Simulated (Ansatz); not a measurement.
# FH2Sn: ladder of basis sets

A script is to give a ladder of basis sets; the system is FH2Sn. SMILES: [F][SnH2].

Computed with Ansatz 0.2.0 through its Python package. The levels of theory stand in the script.

## Step 1: The structure

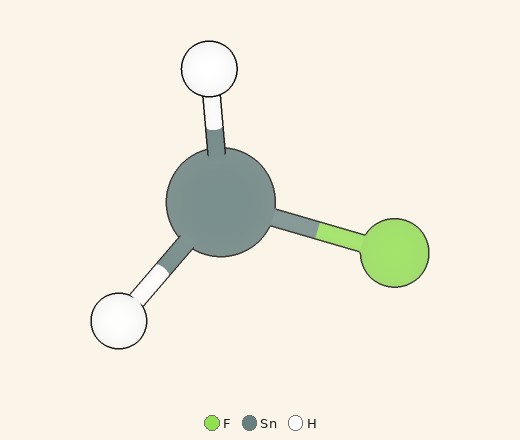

The starting structure, viewed from a chosen angle; fluorine green, tin teal, hydrogen white.

The script holds or builds the structure itself.

## Step 2: Script

The input, run_basis.py:

```python
"""Basis-set convergence for FH2Sn."""

import ansatz

geometry_ang = [
    ("F", (-1.6221, -0.2642, 0.6552)),
    ("Sn", (-0.0382, -0.2246, -0.4053)),
    ("H", (1.2053, -1.01, 0.4885)),
    ("H", (0.5105, 1.4384, -0.7587)),
]
molecule = ansatz.Crystal.molecule()
for symbol, xyz in geometry_ang:
    molecule = molecule.atom(symbol, xyz)

job = (
    molecule.calculation()
    .functional("hf")
    .spin("collinear", total=1)
)

energies = {}
for basis in ["def2-SVP", "def2-SVPD", "def2-TZVP", "def2-TZVPP"]:
    r = job.basis(gaussian=basis).run(threads=1, pin="off").report
    size = r["n_frozen"] + r["n_occupied"][0] + r["n_virtual"][0]
    energies[basis] = (r["reference_energy_ev"] / 27.211386246, r["free_energy_ev"] / 27.211386246)
    print(f"{basis:14s} {size:4d} orbitals  reference {energies[basis][0]:14.6f} Ha  total {energies[basis][1]:14.6f} Ha")

last = energies["def2-TZVPP"][1]
for basis, (_, total) in energies.items():
    print(f"{basis:14s} lies {27.211386 * (total - last):9.4f} eV above def2-TZVPP")
```

## Step 3: The calls as engine input

The package turns the script's settings into the engine's input (first run):

```yaml
crystal:
  periodic: [false, false, false]
  atoms:
    - { symbol: F, position_ang: [-1.6221, -0.2642, 0.6552] }
    - { symbol: Sn, position_ang: [-0.0382, -0.2246, -0.4053] }
    - { symbol: H, position_ang: [1.2053, -1.01, 0.4885] }
    - { symbol: H, position_ang: [0.5105, 1.4384, -0.7587] }
basis:
  gaussian:
    orbitals: def2-SVP
hamiltonian:
  xc: hf
magnetization:
  spin_polarized: true
  initial_magnetization: 1.0
```

## Step 4: Launch

Launch:

```console
$ python run_basis.py
```

What it wrote:

```text
def2-SVP         50 orbitals  reference    -313.845131 Ha  total    -313.845131 Ha
def2-SVPD        71 orbitals  reference    -313.858393 Ha  total    -313.858393 Ha
def2-TZVP        93 orbitals  reference    -313.988243 Ha  total    -313.988243 Ha
def2-TZVPP      109 orbitals  reference    -313.988773 Ha  total    -313.988773 Ha
def2-SVP       lies    3.9087 eV above def2-TZVPP
def2-SVPD      lies    3.5478 eV above def2-TZVPP
def2-TZVP      lies    0.0144 eV above def2-TZVPP
def2-TZVPP     lies    0.0000 eV above def2-TZVPP
```

Wall time 4 s (1 thread of Arm Neoverse V1, shared host); peak memory 0.25 GiB.

## Step 5: What changed from run to run

The engine's inputs for the other runs:

Run 2, against run 1:

```diff
@@ -10 +10 @@
-    orbitals: def2-SVP
+    orbitals: def2-SVPD
```

Run 3, against run 1:

```diff
@@ -10 +10 @@
-    orbitals: def2-SVP
+    orbitals: def2-TZVP
```

Run 4, against run 1:

```diff
@@ -10 +10 @@
-    orbitals: def2-SVP
+    orbitals: def2-TZVPP
```

## Step 6: Run by run

The 4 runs, in the order started:

```csv
run,basis,energy (eV),<S²>,SCF cycles,CPU time (s)
1,def2-SVP,-8540.1611,0.76,15,0.49
2,def2-SVPD,-8540.5220,0.76,16,0.98
3,def2-TZVP,-8544.0554,0.76,15,0.88
4,def2-TZVPP,-8544.0698,0.76,15,1.2
```

## Step 7: Outcome

```
                           quantity                      value
                      runs compared                          4
change of the total from set to set  -0.361, -3.533, -0.014 eV
```

In words: Against def2-SVP: def2-SVPD -13.3 mHa, def2-TZVP -143.1 mHa and def2-TZVPP -143.6 mHa. The last step alone is -0.53 mHa (these two sets differ little on atoms other than hydrogen). Caveats:
- The drop along the ladder measures the basis error, and is no property of the molecule.
- The geometry is a force-field or estimated start, not a minimum of this method, and the last set is no limit. Much of the fall in a total is atomic energy, which cancels in bond and reaction energies.
- def2 sets replace the cores of elements past krypton by effective core potentials.
- The species is open-shell (spin multiplicity 2).
